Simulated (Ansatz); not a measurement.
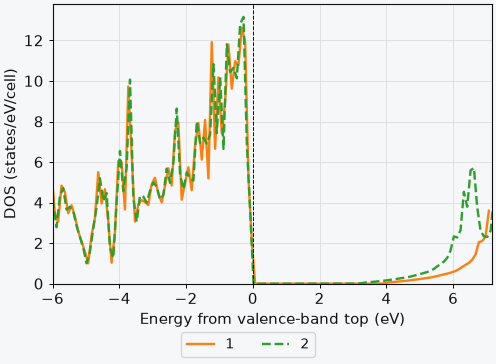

Total densities of states of AlGa$_{3}$O$_{6}$, space group R3 (No. 146), 10 atoms in the cell, by two methods on the same cell. Each is counted from its own valence-band top.

Q: Which curve is which? The methods: r2SCAN, PBE.

A: 1 is r2SCAN; 2 is PBE. r2SCAN gives a gap of 3.74 eV and PBE gives a gap of 3.04 eV.

Settings. r2SCAN: DFT r2SCAN, scalar-relativistic, plane waves, PAW, no spin polarisation, 6×6×6 k mesh, 500 eV cutoff (Ansatz 0.2.0). PBE: DFT PBE, scalar-relativistic, plane waves, PAW, no spin polarisation, 6×6×6 k mesh, 420 eV cutoff, Gaussian smearing of 0.02 eV (Ansatz).

The structure is an invented one, so it need not be a known or stable phase.
